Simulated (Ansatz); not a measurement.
## Phonon calculation of C₃H₉NOSi

The run: phonon calculation of C₃H₉NOSi. Method and program: RKS B3LYP/6-31G* (Ansatz 0.2.0).

It belongs to a series of runs on one base structure; here: vibrations at the highest image of the band. Figures and captions count atoms from 1; the log counts them from 0 in places.

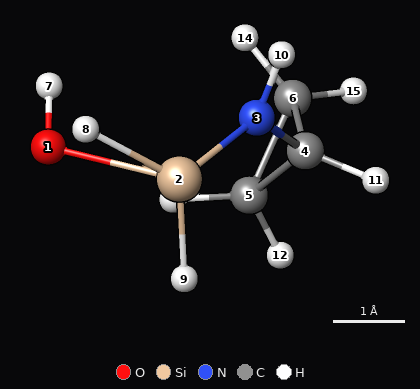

Figure 1. The structure as given in the input (ball-and-stick view, seen at a tilt; atoms are numbered from 1 in the order of the input).

**The input**
```yaml
crystal:
  periodic: [false, false, false]
  atoms:
    - { symbol: O, position_ang: [-0.873291, 2.510282, 1.02733] }
    - { symbol: Si, position_ang: [-1.665123, 0.701164, 1.029724] }
    - { symbol: "N", position_ang: [-0.387602, -0.462171, 0.910775] }
    - { symbol: C, position_ang: [0.096818, -1.154084, -0.259735] }
    - { symbol: C, position_ang: [0.507111, -0.360596, -1.471887] }
    - { symbol: C, position_ang: [1.558629, -1.049726, -0.635227] }
    - { symbol: H, position_ang: [0.05552, 2.438924, 1.324589] }
    - { symbol: H, position_ang: [-1.5651, 2.001441, 2.009804] }
    - { symbol: H, position_ang: [-2.292956, 0.69358, -0.325957] }
    - { symbol: H, position_ang: [-0.031132, -0.851623, 1.777165] }
    - { symbol: H, position_ang: [-0.373522, -2.118418, -0.456767] }
    - { symbol: H, position_ang: [0.269373, -0.765826, -2.451267] }
    - { symbol: H, position_ang: [0.440343, 0.721251, -1.40764] }
    - { symbol: H, position_ang: [2.186029, -0.424165, -0.006308] }
    - { symbol: H, position_ang: [2.053102, -1.930832, -1.035397] }
basis:
  gaussian: { orbitals: "6-31G*" }
hamiltonian:
  xc: b3lyp
phonons: {}
```

Hardware: 2 threads of Arm Neoverse V2, 24 GiB of memory available, shared host.

Launch command:
```bash
ansatz run input.yaml --threads 2 --pin off --max-ram 3072MiB --backend cpu --events-out ev --progress --plain --runs-dir out
```

**Log**
```
Engine: ansatz 0.2.0, aarch64-unknown-linux-gnu
Functional definition: B3LYP
  parameter a0 = 0.2
  parameter ax = 0.72
  parameter ac = 0.81
  exchange = (1 - a0 - ax)*slater_x + ax*b88_x + a0*exact_x
  correlation = (1 - ac)*vwn_rpa_c + ac*lyp_c
1278 factors; integrals over basis functions are off by at most 5.8e-4 eV
mean field evaluation 1: about -14658.0700 eV, gradient 7.5e1 eV
mean field evaluation 2: about -14634.3141 eV, gradient 1.3e2 eV
mean field evaluation 4: about -14669.4682 eV, gradient 9.8e0 eV
mean field evaluation 8: about -14669.6878 eV, gradient 1.6e-1 eV
mean field evaluation 16: about -14669.6878 eV, gradient 4.3e-5 eV
mean field -14669.68784041 eV, -539.1010846635 hartree, gradient 4.3e-5 eV, S^2 0.000000; 0 other end points of the search recorded, 0 dependent functions left out
the calculation of the forces begins
reference -14669.68808228 eV, -539.1010935523 hartree; 28, 28 occupied and 84, 84 virtual orbitals, 1278 factors
these checks for a lower state are left out or cut short: stability, starts, cluster_reference, orbital_swaps, neighbouring_geometries, increment
1278 factors; integrals over basis functions are off by at most 5.9e-4 eV
mean field -14669.68768795 eV, -539.1010790607 hartree, gradient 1.5e-6 eV, S^2 0.000000; 0 other end points of the search recorded, 0 dependent functions left out
[... from here on the field's lines of each further geometry are left out, up to the last ...]
the calculation of the forces begins
reference -14669.68806688 eV, -539.1010929861 hartree; 28, 28 occupied and 84, 84 virtual orbitals, 1278 factors
these checks for a lower state are left out or cut short: stability, starts, cluster_reference, orbital_swaps, neighbouring_geometries, increment
1278 factors; integrals over basis functions are off by at most 5.8e-4 eV
mean field -14669.68780445 eV, -539.1010833420 hartree, gradient 1.4e-6 eV, S^2 0.000000; 0 other end points of the search recorded, 0 dependent functions left out
the calculation of the forces begins
reference -14669.68804634 eV, -539.1010922312 hartree; 28, 28 occupied and 84, 84 virtual orbitals, 1278 factors
WARN: phonons: modes at or below zero, which the zero-point energy, F, S and C_V leave out: 1, the lowest at -1451.02 cm⁻¹. A minimum has none, and a first-order saddle one
Total energy: -14669.68808228 eV, -539.1010935523 hartree
Atom 0 at    -0.873291     2.510282     1.027330 Å, force    -0.003852    -0.036831     0.034851 eV/Å
Atom 1 at    -1.665123     0.701164     1.029724 Å, force     0.004753    -0.005041    -0.013752 eV/Å
Atom 2 at    -0.387602    -0.462171     0.910775 Å, force     0.009295    -0.004427     0.009133 eV/Å
Atom 3 at     0.096818    -1.154084    -0.259735 Å, force     0.010664    -0.000429    -0.012724 eV/Å
Atom 4 at     0.507111    -0.360596    -1.471887 Å, force    -0.002318    -0.002297     0.000503 eV/Å
Atom 5 at     1.558629    -1.049726    -0.635227 Å, force    -0.010679     0.010571     0.011085 eV/Å
Atom 6 at     0.055520     2.438924     1.324589 Å, force    -0.023910     0.007668    -0.007668 eV/Å
Atom 7 at    -1.565100     2.001441     2.009804 Å, force     0.026546     0.015018    -0.032654 eV/Å
Atom 8 at    -2.292956     0.693580    -0.325957 Å, force    -0.009152     0.018824    -0.000683 eV/Å
Atom 9 at    -0.031132    -0.851623     1.777165 Å, force     0.006606     0.000107     0.010159 eV/Å
Atom 10 at    -0.373522    -2.118418    -0.456767 Å, force    -0.006960    -0.001610    -0.004420 eV/Å
Atom 11 at     0.269373    -0.765826    -2.451267 Å, force    -0.000142     0.000093     0.001206 eV/Å
Atom 12 at     0.440343     0.721251    -1.407640 Å, force    -0.002089     0.000322     0.004203 eV/Å
Atom 13 at     2.186029    -0.424165    -0.006308 Å, force     0.003579     0.002016    -0.003339 eV/Å
Atom 14 at     2.053102    -1.930832    -1.035397 Å, force    -0.002340    -0.003984     0.004100 eV/Å
Dipole moment:     0.455375    -0.317539     0.084984 e Å
Vibrations: -1451.02 62.06 75.89 181.62 187.18 350.23 371.28 443.57 465.99 523.90 686.58 737.73 777.96 790.80 828.78 851.15 876.37 966.92 1027.75 1063.99 1084.92 1140.05 1157.36 1195.69 1207.54 1266.38 1387.50 1423.45 1487.11 1527.26 1829.62 2199.36 3114.67 3146.71 3156.86 3225.52 3240.49 3556.94 3669.51 cm⁻¹, zero-point energy 3.179370 eV
```

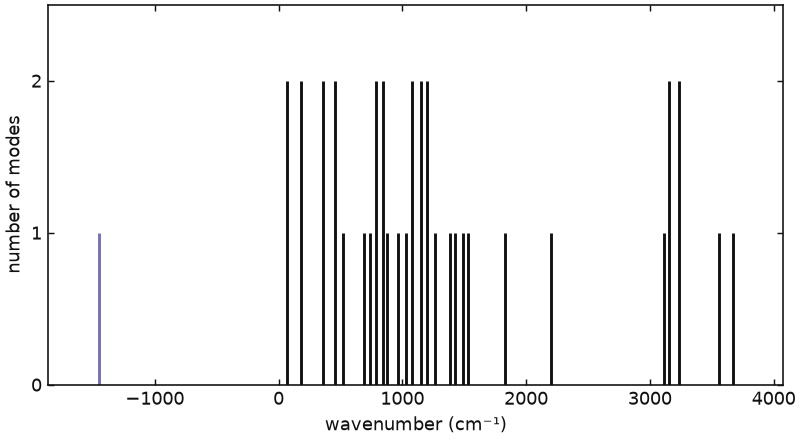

Figure 2. Harmonic vibrational wavenumbers from the force constants; neighbouring modes closer than 23 cm⁻¹ are counted in one stick, and imaginary ones are drawn at negative wavenumbers. 39 modes from 1451i to 3670 cm⁻¹, 1 imaginary beyond 8i (1451i cm⁻¹): a first-order saddle point, if the geometry is stationary.

**Summary**

| quantity | value |
| --- | --- |
| outcome | converged |
| total energy | −14669.6881 eV |
| mean-field energy | −14669.6881 eV |
| largest force (length of the vector) | 0.051 eV/Å |
| wall time | 3.3 min (CPU time 6.4 min) |
| peak memory | 0.27 GiB |
